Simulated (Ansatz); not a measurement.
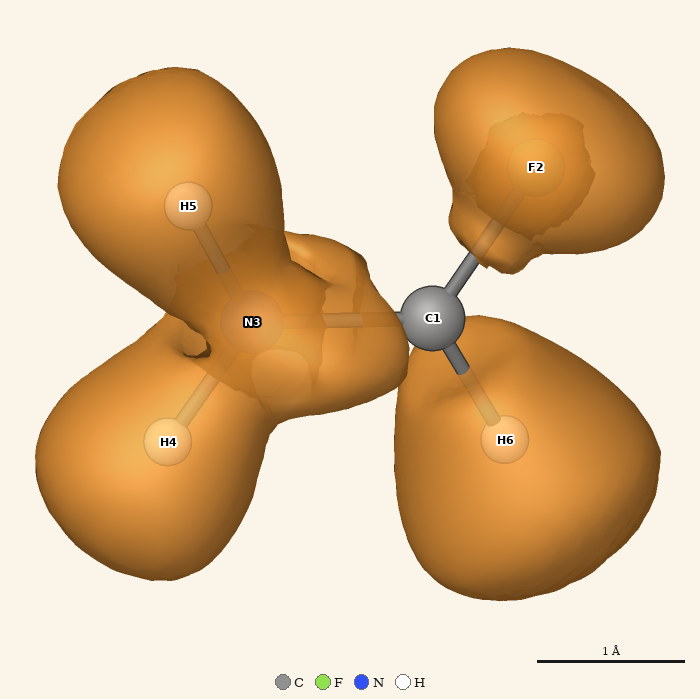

Figure 1: CH$_{3}$FN (SMILES [NH2+]=CF) (charge +1). Isosurface of the ELF at 0.75 (orange), seen at a tilt. Core shells and regions of very low density are left out.

Geometry: B3LYP-D3(BJ)/6-311G**.

Theory: Ansatz, isolated molecule in a Gaussian basis; Kohn-Sham density functional theory, functional PBE0.

Input

```
crystal:
  periodic: [false, false, false]
  atoms:
    - {symbol: C, position_ang: [-0.686324, -1.002795, 0.543900]}
    - {symbol: F, position_ang: [-0.746048, 0.043998, -0.182608]}
    - {symbol: N, position_ang: [-1.754772, -1.485179, 1.057280]}
    - {symbol: H, position_ang: [-1.720825, -2.320191, 1.639035]}
    - {symbol: H, position_ang: [-2.662965, -1.046785, 0.896933]}
    - {symbol: H, position_ang: [0.295919, -1.444666, 0.694626]}
basis:
  gaussian:
    orbitals: def2-TZVPD
magnetization:
  spin_polarized: false
  initial_magnetization: 0
total_charge: 1
hamiltonian:
  xc: pbe0
output:
  forces: true
  orbitals: {seedname: orbitals}
```

Run with:

```sh
ansatz run input.yaml --threads 1 --pin off --max-ram 2610MiB --events-out events.jsonl --progress --plain --runs-dir runs
```

What do the ELF domains correspond to?

Answer. The ELF exceeds this value in one region around a hydrogen nucleus, one region on F in which the atom's valence shell and bonds are merged and one joined region spread over several atoms (H, N), in which their bonds and any lone pairs are merged.

Values along the shortest contacts:
C–F (1.28 Å): the ELF peaks at about 0.85 between the atoms: a shared but strongly polarised pair. C–N (1.28 Å): the ELF peaks at about 0.90 between the atoms: a covalent bond.
